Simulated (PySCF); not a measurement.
**C7H13NOSi (SMILES C=NC(=C)O[SiH2]C1CCC1): density, localisation and related maps**

The calculation's input:

```
{"job": {"kind": "nmr", "xc": "PBE0", "basis": "pcSseg-1"}, "charge": 0, "multiplicity": 1}
C      4.292493     0.729465    -0.089755
N      3.386105     1.524291     0.282467
C      2.044839     1.234705     0.123202
C      1.154277     2.120041     0.572535
O      1.728809     0.062552    -0.475588
Si     0.367824    -0.589531    -1.087448
C     -1.029360    -0.787304     0.186749
C     -2.178447     0.243442     0.106853
C     -3.074574    -0.825156    -0.529281
C     -2.044726    -1.896608    -0.154112
H      4.116264    -0.240692    -0.556521
H      5.317399     1.032459     0.067088
H      1.498125     3.021211     1.041532
H      0.098007     1.952038     0.484057
H     -0.107172     0.222524    -2.211801
H      0.910995    -1.880702    -1.495432
H     -0.610898    -0.884330     1.192033
H     -2.002676     1.128280    -0.504438
H     -2.530726     0.562801     1.087194
H     -4.065862    -0.940666    -0.093940
H     -3.174871    -0.700172    -1.605860
H     -2.342204    -2.482489     0.714258
H     -1.758374    -2.579174    -0.951963
```

Launched as:

```sh
OMP_NUM_THREADS=1 python probes_run.py task.json out
```

Geometry: GFN2-xTB.

Theory: PBE0/pcSseg-1, SCF density, gas phase, non-relativistic in PySCF.

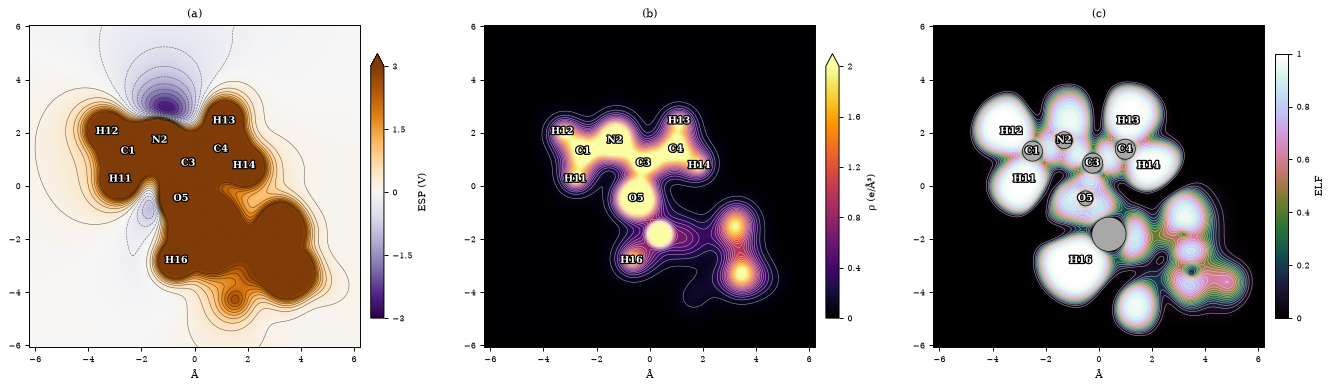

Figure 1. (a) molecular electrostatic potential; (b) total electron density; (c) ELF on the plane of atoms C1, N2 and C3. Grey discs cover the atomic cores in the ELF map.

Q: What does the map show?

A: Atoms in the plane: C, N, O and H.
C–N (1.26 Å): the density is about 2.8 e/Å³ at the midpoint; the ELF peaks at about 0.90 between the atoms; a short, multiple covalent bond.
C–C (1.33 Å): ρ at the midpoint is about 2.3 e/Å³; the ELF peaks at about 0.95 between the atoms; a short, multiple covalent bond.
C–O (1.35 Å): ρ is about 2.3 e/Å³ halfway, with its minimum of 1.9 e/Å³ about 0.5 Å from C; the ELF peaks at about 0.90 between the atoms (a polar covalent bond).
C–H (1.07 Å): the density is about 2.1 e/Å³ at the midpoint; the ELF climbs to about 1 towards the hydrogen, as it does in any bond to H: a covalent bond by its length.
C–N (1.38 Å): ρ is about 2.3 e/Å³ halfway; the ELF peaks at about 0.95 between the atoms: localised, covalent bonding.
The ELF also peaks beside N2, away from the bonds: lone-pair regions.
Outside the dense part of the molecule the potential is most negative (−2.6 V) near N2.

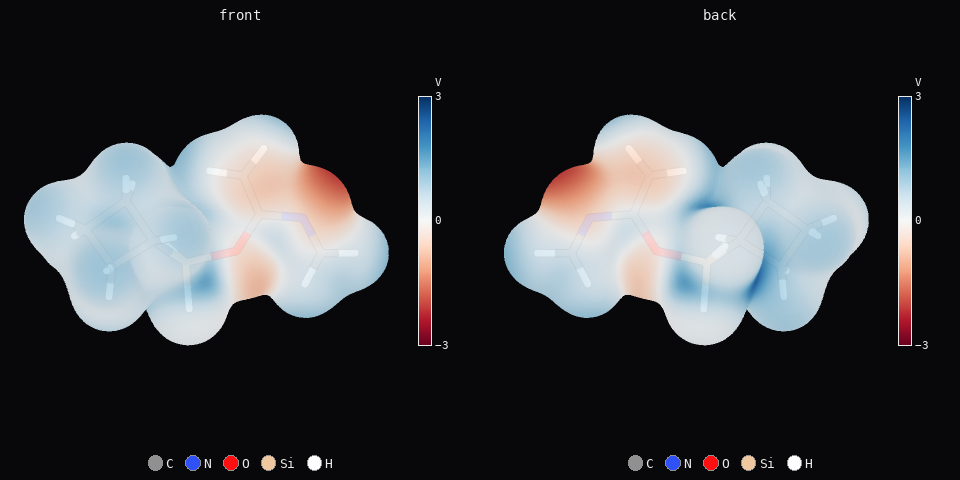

Figure 2. The electrostatic potential painted on the density surface at 0.004 e/bohr³, seen from the front and from behind; the colour scale runs from red (negative) to blue (positive).

Q: Describe the electrostatic potential map.

A: The most negative region (about −2.0 V, or −46 kcal/mol for a unit charge) lies over N2, the most positive (about +2.2 V, or +51 kcal/mol for a unit charge) over Si6. N2 is the likeliest acceptor of a hydrogen bond.

Q: What dipole moment does the calculation give?

A: Its dipole moment is 1.89 D.
